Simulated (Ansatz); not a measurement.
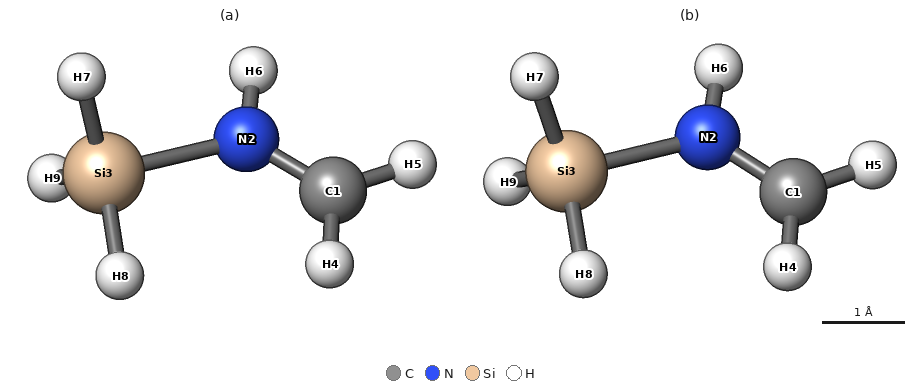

The structure of CH6NSi (charge +1) before (left) and after (right) a relaxation, at one scale.

Style: ball-and-stick. Shown at a tilt.

Method: RKS PBE0-D4/def2-TZVP in Ansatz 0.2.0.

Input file:
```yaml
crystal:
  periodic: [false, false, false]
  atoms:
    - {symbol: C, position_ang: [-0.826530, 0.806640, -0.919080]}
    - {symbol: N, position_ang: [0.074270, 0.621090, -0.055130]}
    - {symbol: Si, position_ang: [0.596010, -0.994860, 0.746820]}
    - {symbol: H, position_ang: [-1.405170, -0.036880, -1.275480]}
    - {symbol: H, position_ang: [-1.056460, 1.784460, -1.330100]}
    - {symbol: H, position_ang: [0.594210, 1.442760, 0.253410]}
    - {symbol: H, position_ang: [1.968780, -1.059360, 0.262190]}
    - {symbol: H, position_ang: [-0.355900, -1.935560, 0.172710]}
    - {symbol: H, position_ang: [0.410810, -0.628300, 2.144670]}
basis:
  gaussian: {orbitals: def2-TZVP}
total_charge: 1
hamiltonian: {xc: pbe0, dispersion: d4}
relax: {f_tol: 0.005, max_steps: 200}
```

Launched with:
```bash
ansatz run in.yaml --threads 2 --pin off --events-out ev --progress --plain --max-ram 4352MiB
```

Question: Describe what moved and what it gained.

Answer: The largest move after the best rigid fit is that of H7, 0.086 Å. By element the largest moves are H 0.086 Å, Si 0.044 Å, N 0.028 Å, C 0.018 Å. Some distances before and after: N2–Si3 1.878 → 1.855 Å, Si3–H7 1.457 → 1.473 Å, C1–N2 1.262 → 1.272 Å. Bond angles that change, for instance: N2–Si3–H7 99.1° → 103.4°, Si3–N2–H6 115.0° → 117.7°, H7–Si3–H9 116.7° → 114.6°. The energy falls by 1.02 kcal/mol in 7 geometry steps. Largest force component: 0.78 eV/Å at the start, 0.0045 eV/Å at the end. Cost: 25 s on 2 threads of Intel Xeon Platinum 8259CL @ 2.50GHz (shared host).
